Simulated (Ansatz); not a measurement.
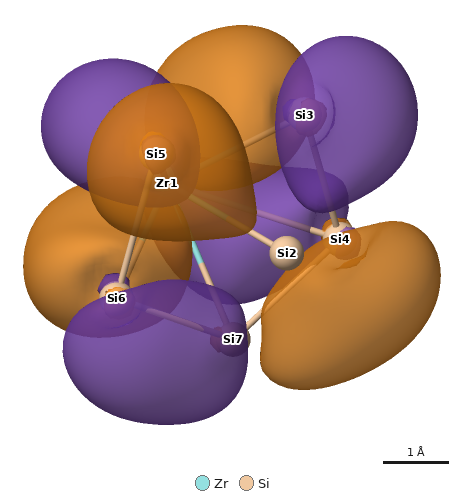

Figure 1: Si6Zr (charge −1, quartet). The HOMO−1 (α) at ±0.05 Å⁻³ᐟ² (orange and purple are the two phases), seen at a tilt.

Geometry: B3LYP-D4/def2-SVPD; core potentials replace the inner electrons of Zr.

All numbers below come from UKS PBE0-D4/def2-TZVPD (Ansatz 0.2.0).

Input file:

```
crystal:
  periodic: [false, false, false]
  atoms:
    - {symbol: Zr, position_ang: [-0.757796, 1.350423, 0.819503]}
    - {symbol: Si, position_ang: [0.885891, -1.145526, -0.754154]}
    - {symbol: Si, position_ang: [1.062479, 1.365671, -1.176478]}
    - {symbol: Si, position_ang: [-1.087923, 0.503744, -1.854740]}
    - {symbol: Si, position_ang: [1.653062, 0.215931, 1.263948]}
    - {symbol: Si, position_ang: [-0.197633, -1.229002, 1.824418]}
    - {symbol: Si, position_ang: [-1.558090, -1.061241, -0.122498]}
basis:
  gaussian: {orbitals: def2-TZVPD, initial_orbitals: start.molden}
total_charge: -1
magnetization: {spin_polarized: true, initial_magnetization: 3}
hamiltonian: {xc: pbe0, dispersion: d4}
scf: {omitted_lower_state_checks: [starts]}
output: {orbitals: {seedname: orbitals}}
```

Run with:

```sh
ansatz run in.yaml --threads 4 --pin off --events-out ev --progress --plain --max-ram 4787MiB
```

> Where does this orbital lie, and at what energy?

Its weight (Hirshfeld) is mainly on Zr1 (about 50 %), Si3 (about 10 %), Si5 (about 10 %), Si4 (about 10 %), Si6 (about 10 %) and Si7 (about 5 %). Its energy is −1.28 eV.
